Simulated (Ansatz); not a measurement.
# AlC+ (quintet): one geometry, many settings

Aim: run AlC+ (quintet) at one geometry under a spread of methods and options, and see what each costs and gives.

The runs use Ansatz 0.2.0, Gaussian basis; the settings change from run to run.

17 further runs of the same task are left out: 7 that didn't finish, 10 set aside as unsound or not needed.

## 1. The geometry

The geometry is a PBE0/def2-TZVP stationary point (not a proven minimum) of the parent state, kept for this charge and spin.

2 atoms, charge 1, spin multiplicity 5.

Atoms are counted from 1 here; the program's logs count them from 0.

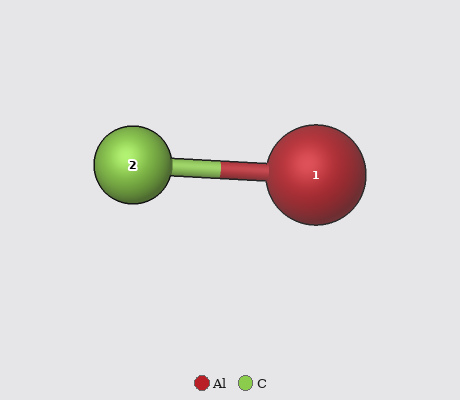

The structure; aluminium red, carbon green; atoms are numbered from 1 in the order of the file.

## 2. BCCD(T) on ROHF/cc-pVDZ

in.yaml reads:

```yaml
crystal:
  periodic: [false, false, false]
  atoms:
    - {symbol: Al, position_ang: [0.000000, 0.000000, 0.000000]}
    - {symbol: C, position_ang: [0.000000, 0.000000, 1.966767]}
basis:
  gaussian: {orbitals: cc-pVDZ}
total_charge: 1
magnetization: {spin_polarized: false, initial_magnetization: 4}
hamiltonian: {pseudopotentials: {relativity: none}}
correlation: {method: bccd_t, electrons: valence}
```

Run with:

```
$ ansatz run in.yaml --threads 1 --pin off --events-out ev --progress --plain --max-ram 2393MiB
```

What it wrote, cut to the lines that bear on the results:

```text
Functional definition: HF
  name "HF"
  cite "Fock, Z. Phys. 61, 126 (1930) doi:10.1007/BF01340294"
  parent pbe
[...]
315 factors; integrals over basis functions are off by at most 5.9e-4 eV
[...]
mean field -7601.41541166 eV, -279.3468639539 hartree, gradient 9.3e-7 eV, S^2 6.000000; 0 other end points of the search recorded, 0 dependent functions left out
6 core orbitals not correlated: weight in the atoms' cores, before any rotation towards them, 1.000 or more for the frozen orbitals, at most 0.000 for the correlated occupied ones
reference -7601.41541166 eV, -279.3468639539 hartree; 5, 1 occupied and 21, 25 virtual orbitals, 315 factors
second order -2.02293872 eV of doubles, -0.03157611 eV of singles
cycle   1  -2.41954956 eV  change   -3.6e-1 eV  update   5.8e-2
[...]
cycle  11  -2.57815341 eV  change    1.6e-6 eV  update   4.6e-6
perturbative correction -0.09584916 eV, -0.0035223918 hartree
Total energy: -7604.08941423 eV, -279.4451317359 hartree
```

It took 0.54 s on 1 thread of Arm Neoverse V2, shared host.

From the report: correlation -2.6740 eV; largest double amplitude 0.04.

## 3. BCCD on UHF/STO-3G

in.yaml reads:

```yaml
crystal:
  periodic: [false, false, false]
  atoms:
    - {symbol: Al, position_ang: [0.000000, 0.000000, 0.000000]}
    - {symbol: C, position_ang: [0.000000, 0.000000, 1.966767]}
basis:
  gaussian: {orbitals: STO-3G}
total_charge: 1
magnetization: {spin_polarized: true, initial_magnetization: 4}
correlation: {method: bccd, electrons: outside_noble_gas}
scf: {omitted_lower_state_checks: [cluster_reference]}
```

The command is unchanged.

What it wrote, cut to the lines that bear on the results:

```text
Functional definition: HF
  name "HF"
  cite "Fock, Z. Phys. 61, 126 (1930) doi:10.1007/BF01340294"
  parent pbe
[...]
155 factors; integrals over basis functions are off by at most 2.6e-5 eV
[...]
mean field -7512.22626868 eV, -276.0692234040 hartree, gradient 1.8e-6 eV, S^2 6.019480; 1 other end points of the search recorded, 0 dependent functions left out
6 core orbitals not correlated: weight in the atoms' cores, before any rotation towards them, 1.000 or more for the frozen orbitals, at most 0.000 for the correlated occupied ones
reference -7512.22626868 eV, -276.0692234040 hartree; 5, 1 occupied and 3, 7 virtual orbitals, 155 factors
second order -0.57407749 eV of doubles, -0.00000000 eV of singles
cycle   1  -0.77397411 eV  change   -2.0e-1 eV  update   6.3e-2
[...]
cycle  12  -0.96144191 eV  change   -1.1e-6 eV  update   8.9e-7
Total energy: -7513.18771059 eV, -276.1045557426 hartree
Checks for a lower state left out: cluster_reference
```

It took 0.18 s on 1 thread of Arm Neoverse V2, shared host.

From the report: ⟨S²⟩ of the determinant 6.019 (pure quintet: 6.00); correlation -0.9614 eV; largest double amplitude 0.08.

## 4. CASCI(6,7)/cc-pVDZ

in.yaml reads:

```yaml
crystal:
  periodic: [false, false, false]
  atoms:
    - {symbol: Al, position_ang: [0.000000, 0.000000, 0.000000]}
    - {symbol: C, position_ang: [0.000000, 0.000000, 1.966767]}
basis:
  gaussian: {orbitals: cc-pVDZ}
total_charge: 1
magnetization: {spin_polarized: false, initial_magnetization: 4}
correlation: {active_space: {window: {electrons: 6, orbitals: 7}, fixed_orbitals: true}}
```

Same command.

What it wrote:

```text
Functional definition: HF
  name "HF"
  cite "Fock, Z. Phys. 61, 126 (1930) doi:10.1007/BF01340294"
  parent pbe
  exchange = exact_x
  correlation = 0
315 factors; integrals over basis functions are off by at most 5.9e-4 eV
mean field evaluation 1: about -7599.3724 eV, gradient 1.6e1 eV
mean field evaluation 2: about -7599.3753 eV, gradient 1.6e1 eV
mean field evaluation 4: about -7601.1753 eV, gradient 3.2e0 eV
mean field evaluation 8: about -7601.4154 eV, gradient 5.8e-2 eV
mean field -7601.41541166 eV, -279.3468639539 hartree, gradient 9.3e-7 eV, S^2 6.000000; 0 other end points of the search recorded, 0 dependent functions left out
reference -7601.41541166 eV, -279.3468639539 hartree; 11, 7 occupied and 21, 25 virtual orbitals, 315 factors
state -7601.60579460 eV, -279.3538603982 hartree
Total energy: -7601.60579460 eV, -279.3538603982 hartree
```

Wall time 0.15 s (1 thread of Arm Neoverse V2, shared host).

From the report: 36 determinants; active occupations 1.99, 1.00, 1.00, 1.00, 1.00, 0.01, 0.01.

## 5. HF/cc-pVDZ

in.yaml: that of step 4 with these lines changed.

```diff
@@ -9,2 +9,3 @@
 magnetization: {spin_polarized: false, initial_magnetization: 4}
-correlation: {active_space: {window: {electrons: 6, orbitals: 7}, fixed_orbitals: true}}
+hamiltonian: {xc: hf}
+output: {orbitals: {seedname: orbitals}}
```

The command is unchanged.

What it wrote:

```text
Functional definition: HF
  name "HF"
  cite "Fock, Z. Phys. 61, 126 (1930) doi:10.1007/BF01340294"
  parent pbe
  exchange = exact_x
  correlation = 0
315 factors; integrals over basis functions are off by at most 5.9e-4 eV
mean field evaluation 1: about -7599.3724 eV, gradient 1.6e1 eV
mean field evaluation 2: about -7599.3753 eV, gradient 1.6e1 eV
mean field evaluation 4: about -7601.1753 eV, gradient 3.2e0 eV
mean field evaluation 8: about -7601.4154 eV, gradient 5.8e-2 eV
mean field -7601.41541166 eV, -279.3468639539 hartree, gradient 2.3e-5 eV, S^2 6.000000; 0 other end points of the search recorded, 0 dependent functions left out
reference -7601.41541166 eV, -279.3468639539 hartree; 11, 7 occupied and 21, 25 virtual orbitals, 315 factors
Total energy: -7601.41541166 eV, -279.3468639539 hartree
```

Wall time 0.15 s (1 thread of Arm Neoverse V2, shared host).

## 6. BCCD(T) on UHF/cc-pVDZ

in.yaml reads:

```yaml
crystal:
  periodic: [false, false, false]
  atoms:
    - {symbol: Al, position_ang: [0.000000, 0.000000, 0.000000]}
    - {symbol: C, position_ang: [0.000000, 0.000000, 1.966767]}
basis:
  gaussian: {orbitals: cc-pVDZ, point_charges: [{charge: 1.00, position_ang: [4.119, -0.521, -0.966]}]}
total_charge: 1
magnetization: {spin_polarized: true, initial_magnetization: 4}
hamiltonian: {pseudopotentials: {relativity: none}}
correlation: {method: bccd_t, electrons: valence}
scf: {lower_state_search: off}
```

Same command.

What it wrote, cut to the lines that bear on the results:

```text
Functional definition: HF
  name "HF"
  cite "Fock, Z. Phys. 61, 126 (1930) doi:10.1007/BF01340294"
  parent pbe
[...]
315 factors; integrals over basis functions are off by at most 5.9e-4 eV
[...]
mean field -7598.11430238 eV, -279.2255504256 hartree, gradient 4.6e-6 eV, S^2 6.006012; 0 other end points of the search recorded, 0 dependent functions left out
6 core orbitals not correlated: weight in the atoms' cores, before any rotation towards them, 1.000 or more for the frozen orbitals, at most 0.000 for the correlated occupied ones
reference -7598.11430238 eV, -279.2255504256 hartree; 5, 1 occupied and 21, 25 virtual orbitals, 315 factors
second order -2.02015117 eV of doubles, -0.00000000 eV of singles
cycle   1  -2.37982418 eV  change   -3.6e-1 eV  update   6.2e-2
[...]
cycle  13  -2.55768468 eV  change    2.7e-6 eV  update   2.9e-6
perturbative correction -0.10434011 eV, -0.0038344283 hartree
Total energy: -7600.77632717 eV, -279.3233780323 hartree
Checks for a lower state left out: stability, starts, cluster_reference, orbital_swaps, neighbouring_geometries, increment
```

It took 0.33 s on 1 thread of Arm Neoverse V2, shared host.

From the report: ⟨S²⟩ of the determinant 6.006 (pure quintet: 6.00); correlation -2.6620 eV; largest double amplitude 0.04.

## 7. CISDTQ/6-31G

in.yaml reads:

```yaml
crystal:
  periodic: [false, false, false]
  atoms:
    - {symbol: Al, position_ang: [0.000000, 0.000000, 0.000000]}
    - {symbol: C, position_ang: [0.000000, 0.000000, 1.966767]}
basis:
  gaussian: {orbitals: 6-31G}
total_charge: 1
magnetization: {spin_polarized: false, initial_magnetization: 4}
correlation: {active_space: {ras: {orbitals: [1, 4, 11], electrons: 6, max_holes: 4, max_particles: 4}, fixed_orbitals: true}}
```

Launched as before.

What it wrote:

```text
Functional definition: HF
  name "HF"
  cite "Fock, Z. Phys. 61, 126 (1930) doi:10.1007/BF01340294"
  parent pbe
  exchange = exact_x
  correlation = 0
265 factors; integrals over basis functions are off by at most 1.1e-4 eV
mean field evaluation 1: about -7598.2832 eV, gradient 1.6e1 eV
mean field evaluation 2: about -7598.3459 eV, gradient 1.5e1 eV
mean field evaluation 4: about -7600.2295 eV, gradient 3.3e0 eV
mean field evaluation 8: about -7600.5145 eV, gradient 7.8e-1 eV
mean field evaluation 16: about -7600.5364 eV, gradient 1.7e-6 eV
mean field -7600.53636906 eV, -279.3145597343 hartree, gradient 2.3e-6 eV, S^2 6.000000; 0 other end points of the search recorded, 0 dependent functions left out
reference -7600.53636906 eV, -279.3145597343 hartree; 11, 7 occupied and 11, 15 virtual orbitals, 265 factors
state -7602.21041815 eV, -279.3760799038 hartree
Total energy: -7602.21041815 eV, -279.3760799038 hartree
```

Wall time 0.96 s (1 thread of Arm Neoverse V2, shared host).

From the report: 11,348 determinants.

## 8. MRCISD+Q(relaxed)(6,5)/cc-pVDZ

in.yaml reads:

```yaml
crystal:
  periodic: [false, false, false]
  atoms:
    - {symbol: Al, position_ang: [0.000000, 0.000000, 0.000000]}
    - {symbol: C, position_ang: [0.000000, 0.000000, 1.966767]}
basis:
  gaussian: {orbitals: cc-pVDZ}
total_charge: 1
magnetization: {spin_polarized: false, initial_magnetization: 4}
correlation: {method: fic_mrcisd_q_relaxed, electrons: outside_noble_gas, active_space: {window: {electrons: 6, orbitals: 5}}}
accuracy: high
```

The command is unchanged.

What it wrote, cut to the lines that bear on the results:

```text
Functional definition: HF
  name "HF"
  cite "Fock, Z. Phys. 61, 126 (1930) doi:10.1007/BF01340294"
  parent pbe
[...]
616 factors; integrals over basis functions are off by at most 3.2e-9 eV
[...]
mean field -7601.41545033 eV, -279.3468653754 hartree, gradient 1.0e-8 eV, S^2 6.000000; 0 other end points of the search recorded, 0 dependent functions left out
reference -7601.41545033 eV, -279.3468653754 hartree; 11, 7 occupied and 21, 25 virtual orbitals, 616 factors
state -7601.41545033 eV, -279.3468653754 hartree
contracted CI cycle   1: correlation 0.00000000 eV, 0.0000000000 hartree, residual 1.15e1 eV
contracted CI cycle   2: correlation -2.39698068 eV, -0.0880874153 hartree, residual 1.93e0 eV
contracted CI cycle   3: correlation -2.49965734 eV, -0.0918607131 hartree, residual 8.44e-1 eV
contracted CI cycle   4: correlation -2.52305676 eV, -0.0927206257 hartree, residual 3.65e-1 eV
[...]
contracted CI cycle   8: correlation -2.52776197 eV, -0.0928935389 hartree, residual 7.51e-3 eV
contracted CI cycle   9: correlation -2.52776354 eV, -0.0928935968 hartree, residual 2.35e-3 eV
contracted CI cycle  10: correlation -2.52776369 eV, -0.0928936022 hartree, residual 6.72e-4 eV
contracted CI cycle  11: correlation -2.52776370 eV, -0.0928936026 hartree, residual 2.05e-4 eV
contracted CI cycle  12: correlation -2.52776370 eV, -0.0928936026 hartree, residual 7.71e-5 eV
contracted CI cycle  13: correlation -2.52776370 eV, -0.0928936026 hartree, residual 2.45e-5 eV
contracted CI cycle  14: correlation -2.52776370 eV, -0.0928936026 hartree, residual 7.01e-6 eV
contracted CI cycle  15: correlation -2.52776370 eV, -0.0928936026 hartree, residual 2.04e-6 eV
contracted CI cycle  16: correlation -2.52776370 eV, -0.0928936026 hartree, residual 4.80e-7 eV
state -7601.41545033 eV, -279.3468653754 hartree; corrected -7604.11298030 eV, -279.4459977730 hartree
Total energy: -7604.11298030 eV, -279.4459977730 hartree
```

Run time: 0.75 s. Hardware: 1 thread of Arm Neoverse V2, shared host.

From the report: 3 determinants; active occupations 2.00, 1.00, 1.00, 1.00, 1.00.

## 9. NEVPT4(SD)(6,8)/cc-pVDZ

in.yaml reads:

```yaml
crystal:
  periodic: [false, false, false]
  atoms:
    - {symbol: Al, position_ang: [0.000000, 0.000000, 0.000000]}
    - {symbol: C, position_ang: [0.000000, 0.000000, 1.966767]}
basis:
  gaussian: {orbitals: cc-pVDZ}
total_charge: 1
magnetization: {spin_polarized: false, initial_magnetization: 4}
correlation: {method: fic_nevpt4_sd, electrons: valence, active_space: {window: {electrons: 6, orbitals: 8}}}
```

Launched as before.

What it wrote:

```text
Functional definition: HF
  name "HF"
  cite "Fock, Z. Phys. 61, 126 (1930) doi:10.1007/BF01340294"
  parent pbe
  exchange = exact_x
  correlation = 0
315 factors; integrals over basis functions are off by at most 5.9e-4 eV
mean field evaluation 1: about -7599.3724 eV, gradient 1.6e1 eV
mean field evaluation 2: about -7599.3753 eV, gradient 1.6e1 eV
mean field evaluation 4: about -7601.1753 eV, gradient 3.2e0 eV
mean field evaluation 8: about -7601.4154 eV, gradient 5.8e-2 eV
mean field -7601.41541166 eV, -279.3468639539 hartree, gradient 9.3e-7 eV, S^2 6.000000; 0 other end points of the search recorded, 0 dependent functions left out
reference -7601.41541166 eV, -279.3468639539 hartree; 11, 7 occupied and 21, 25 virtual orbitals, 315 factors
state -7602.65855386 eV, -279.3925485874 hartree
state -7602.65855386 eV, -279.3925485874 hartree; corrected -7604.07547398 eV, -279.4446194415 hartree
Total energy: -7604.07547398 eV, -279.4446194415 hartree
```

It took 1.1 s on 1 thread of Arm Neoverse V2, shared host.

From the report: 120 determinants; active occupations 1.96, 1.01, 0.99, 0.99, 0.99, 0.02, 0.02, 0.02.

## 10. BCCD on UHF/def2-SVPD

in.yaml reads:

```yaml
crystal:
  periodic: [false, false, false]
  atoms:
    - {symbol: Al, position_ang: [0.000000, 0.000000, 0.000000]}
    - {symbol: C, position_ang: [0.000000, 0.000000, 1.966767]}
basis:
  gaussian: {orbitals: def2-SVPD}
total_charge: 1
magnetization: {spin_polarized: true, initial_magnetization: 4}
correlation: {method: bccd, electrons: all, diis_vectors: 12}
scf: {lower_state_search: off}
```

Same command.

What it wrote, cut to the lines that bear on the results:

```text
Functional definition: HF
  name "HF"
  cite "Fock, Z. Phys. 61, 126 (1930) doi:10.1007/BF01340294"
  parent pbe
[...]
414 factors; integrals over basis functions are off by at most 4.9e-4 eV
[...]
mean field -7598.47539026 eV, -279.2388201606 hartree, gradient 5.1e-6 eV, S^2 6.007722; 0 other end points of the search recorded, 0 dependent functions left out
reference -7598.47539026 eV, -279.2388201606 hartree; 11, 7 occupied and 33, 37 virtual orbitals, 414 factors
second order -2.31971208 eV of doubles, -0.00000000 eV of singles
cycle   1  -2.66106454 eV  change   -3.4e-1 eV  update   5.8e-2
[...]
cycle  11  -2.82891095 eV  change   -4.2e-6 eV  update   5.0e-6
Total energy: -7601.30430121 eV, -279.3427807205 hartree
Checks for a lower state left out: stability, starts, cluster_reference, orbital_swaps, neighbouring_geometries, increment
```

Run time: 1.3 s. Hardware: 1 thread of Arm Neoverse V2, shared host.

From the report: ⟨S²⟩ of the determinant 6.008 (pure quintet: 6.00); correlation -2.8289 eV; largest double amplitude 0.04.

## 11. The runs in one table

Where basis and cores are those of an earlier FCI/cc-pVDZ run (-7604.1237 eV), and the state is the same kind, the miss against it is given.

| level | correlated | functions | energy (eV) | from FCI (meV) | time |
| --- | --- | --- | --- | --- | --- |
| BCCD(T) on ROHF/cc-pVDZ | valence | 32 | -7604.0894 |  | 0.54 s |
| BCCD on UHF/STO-3G | outside noble gas | 14 | -7513.1877 |  | 0.18 s |
| CASCI(6,7)/cc-pVDZ |  | 32 | -7601.6058 | 2518.0 | 0.15 s |
| HF/cc-pVDZ |  | 32 | -7601.4154 | 2708.3 | 0.15 s |
| BCCD(T) on UHF/cc-pVDZ (beside a point charge) | valence | 32 | -7600.7763 |  | 0.33 s |
| CISDTQ/6-31G | valence | 22 | -7602.2104 |  | 0.96 s |
| MRCISD+Q(relaxed)(6,5)/cc-pVDZ | outside noble gas | 32 | -7604.1130 | 10.8 | 0.75 s |
| NEVPT4(SD)(6,8)/cc-pVDZ | valence | 32 | -7604.0755 |  | 1.1 s |
| BCCD on UHF/def2-SVPD | all | 44 | -7601.3043 |  | 1.3 s |

## 12. Outcome

| quantity | value |
| --- | --- |
| runs | 9 |
| quickest | CASCI(6,7)/cc-pVDZ, 0.15 s |
| slowest | BCCD on UHF/def2-SVPD, 1.3 s |

What this shows: Total energies in different bases, with other cores or another treatment of relativity can't be set against each other. BCCD on UHF/def2-SVPD took 8 times as long as CASCI(6,7)/cc-pVDZ; the jobs differ in more than the method. Hartree-Fock, CASSCF and CASCI lack dynamic correlation by design.
